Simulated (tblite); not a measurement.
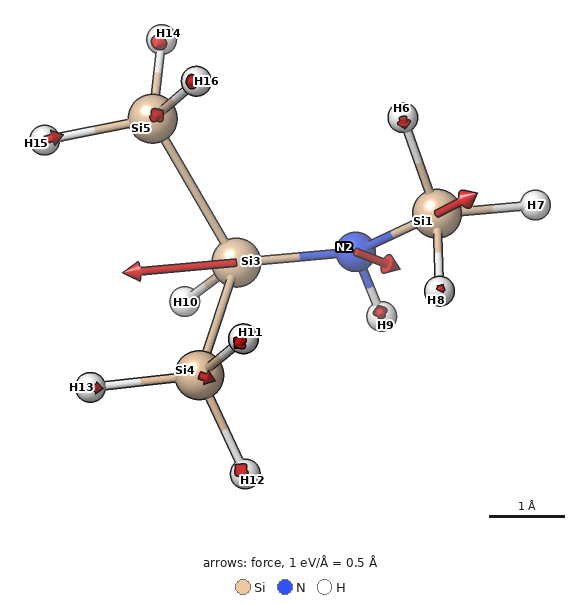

Starting geometry of Si4NH11 with the computed forces as red arrows. Style: ball-and-stick. Shown at a tilt.

Theory: tblite, GFN2-xTB geometry optimisation, gas phase. 

What follows when this structure is relaxed?

Answer. It isn't relaxed: the largest force vector, on Si3, is 3.17 eV/Å. The final displacements have little in common with the starting forces (cosine between the two patterns 0.25). The largest move after the best rigid fit is that of H8, 0.36 Å. Largest moves by element: H 0.36 Å, N 0.28 Å, Si 0.26 Å. Near-neighbour distances that change, for instance: N2–Si3 1.685 → 1.753 Å, Si4–H12 1.496 → 1.469 Å, Si4–H11 1.493 → 1.468 Å, Si1–N2 1.704 → 1.727 Å. Bond angles that change, for instance: Si4–Si3–Si5 102.7° → 117.3°, Si1–N2–Si3 115.0° → 128.9°, N2–Si3–Si5 118.2° → 108.1°. Over 75 geometry steps the energy falls by 46.0 kJ/mol.
